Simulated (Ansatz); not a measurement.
FH5W···HBr

The calculation's input:

```
crystal:
  periodic: [false, false, false]
  atoms:
    - { symbol: W, position_ang: [0.0, 0.0, 0.0] }
    - { symbol: F, position_ang: [0.0, 0.0, 2.2] }
    - { symbol: H, position_ang: [1.72, 0.0, 0.0] }
    - { symbol: H, position_ang: [0.0, 1.72, 0.0] }
    - { symbol: H, position_ang: [-1.72, 0.0, 0.0] }
    - { symbol: H, position_ang: [0.0, -1.72, 0.0] }
    - { symbol: H, position_ang: [0.0, 0.0, -1.72] }
    - { symbol: Br, position_ang: [1.8861, 1.9648, 0.905] }
    - { symbol: H, position_ang: [0.861, 0.8969, 2.1051] }
basis:
  gaussian: { orbitals: def2-mTZVP }
hamiltonian:
  xc: pbe0
relax:
  f_tol: 0.15
  max_steps: 25
  restrain:
    - { distance: [0, 7], at: 3.77, k: 30.0 }
    - { distance: [8, 1], at: 2.12, k: 30.0 }
    - { distance: [0, 1], at: 1.85, k: 30.0 }
    - { distance: [8, 7], at: 1.55, k: 30.0 }
output:
  orbitals: {}
```

Command:

```sh
ansatz run input.yaml --threads 4 --pin off --max-ram 5120MiB --backend cpu --events-out ev --progress --plain --runs-dir out
```

The fields are those of the run's last geometry, not of the input's.

Core potentials replace the inner electrons of W; not at a stationary point (largest force 1.4 eV/Å).

Method: RKS PBE0/def2-mTZVP in Ansatz.

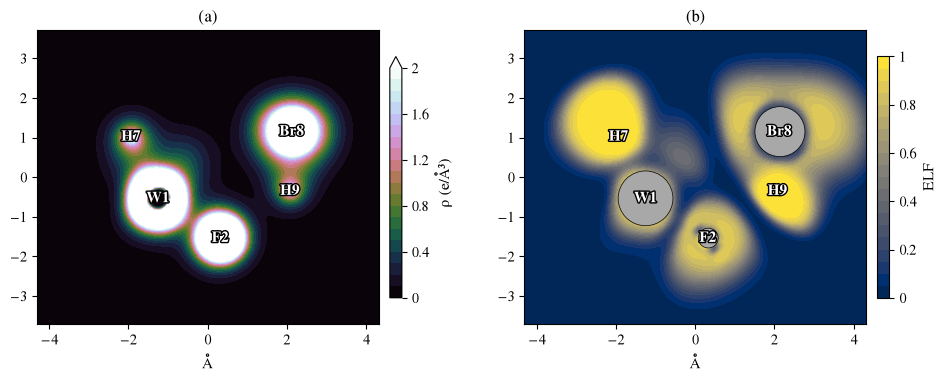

Figure 1. (a) electron density; (b) electron localisation function on the plane of atoms F2, W1 and H7. Grey discs cover the atomic cores in the ELF map.

**Read the bonding off the picture.**

- The section cuts through W, F, H and Br sites.
- F2···H9 (2.12 Å): the density falls to about 0.11 e/Å³ on the way; the ELF dips to about 0.05 between them.
- W–F (1.87 Å): the density is about 1.1 e/Å³ at the midpoint; the ELF peaks at about 0.85 in the valence shell of F, 0.5 Å from its nucleus, and drops to about 0.20 between the two atoms.
- Br–H (1.50 Å): ρ is about 1.4 e/Å³ halfway; the ELF climbs to about 1 towards the hydrogen, as it does in any bond to H.
- The ELF also peaks beside Br8, away from the bonds: lone-pair regions.

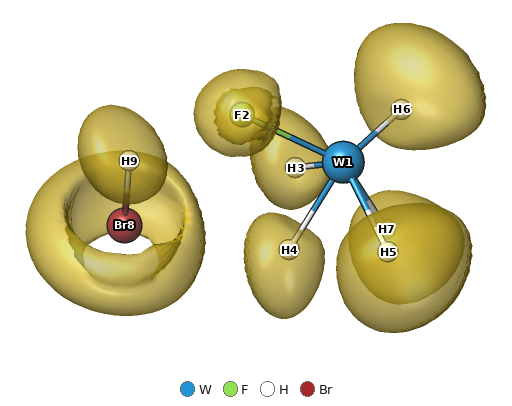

Figure 2. Isosurface of the ELF at 0.8 (yellow), seen at a tilt. Core shells and regions of very low density are left out.

**Describe the localisation domains.**

At this value the surface marks out six regions around hydrogen nuclei, one ring or bowl of non-bonding electrons around Br and one region wrapped around F (its valence shell).

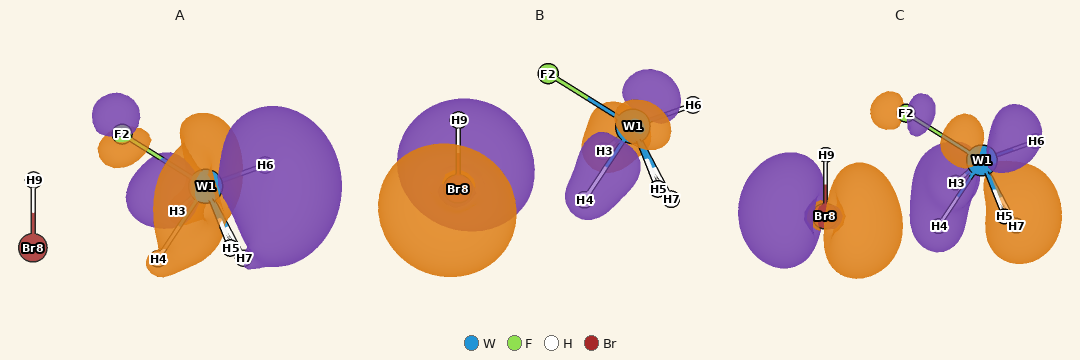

Figure 3. Three frontier orbitals at ±0.1 Å⁻³ᐟ² (orange and purple are the two phases), in no order.

**Order the three orbitals by energy and name them.**

B is the HOMO−1 (−8.34 eV). By Hirshfeld shares it lies mainly on Br8 (about 85 %) and W1 (about 5 %); largely a lone pair of Br8. C is the HOMO (−7.93 eV). It lies mainly on Br8 (about 55 %), W1 (about 20 %) and H7 (about 10 %). A is the LUMO (−3.26 eV). Its weight (Hirshfeld) is mainly on W1 (about 80 %).

**What is the HOMO–LUMO gap?**

4.67 eV between the orbital energies.
